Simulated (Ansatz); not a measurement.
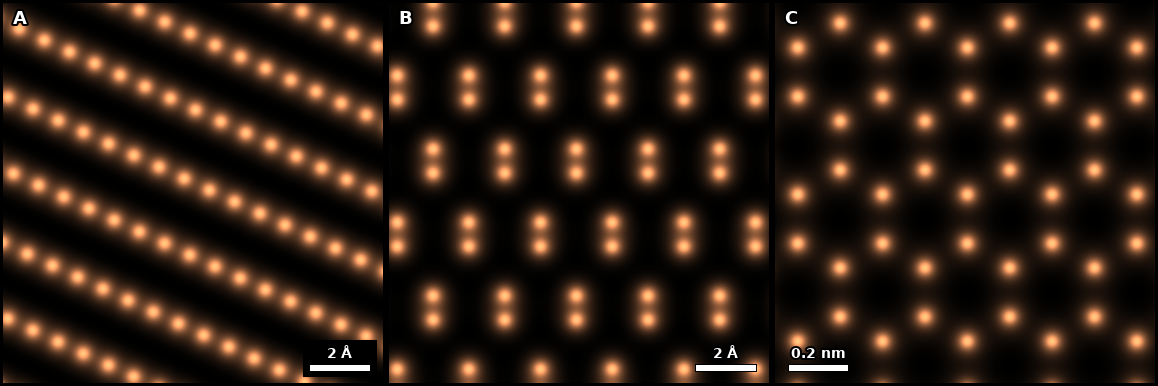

Three views of Ti (P6_3/mmc, No. 194) along different zone axes. Computed as the sum of neutral-atom potentials (tabulated electron scattering factors, B = 0.3 Å²) projected along the beam and smoothed by 0.25 Å; brighter is more positive. Model: coordinates from a relaxation with Ansatz, DFT PBEsol, scalar-relativistic, plane waves, PAW.

```cif
data_structure
_symmetry_space_group_name_H-M 'P 1'
_symmetry_Int_Tables_number 1
_cell_length_a 2.9001
_cell_length_b 2.9001
_cell_length_c 4.5886
_cell_angle_alpha 90.000
_cell_angle_beta 90.000
_cell_angle_gamma 120.000
_cell_volume 33.42
loop_
_atom_site_label
_atom_site_type_symbol
_atom_site_fract_x
_atom_site_fract_y
_atom_site_fract_z
_atom_site_occupancy
Ti1 Ti 0.33333 0.66667 0.75000 1
Ti2 Ti 0.66667 0.33333 0.25000 1
```

Q: Match the panels to the zone axes [001], [101] and [310].

A is [310]: projected cell 0.95 × 4.59 Å, 90°. B is [101]: projected cell 2.45 × 2.79 Å, 116°, plane group c2mm. C is [001]: projected cell 2.90 × 2.90 Å, 120°, plane group p6mm.
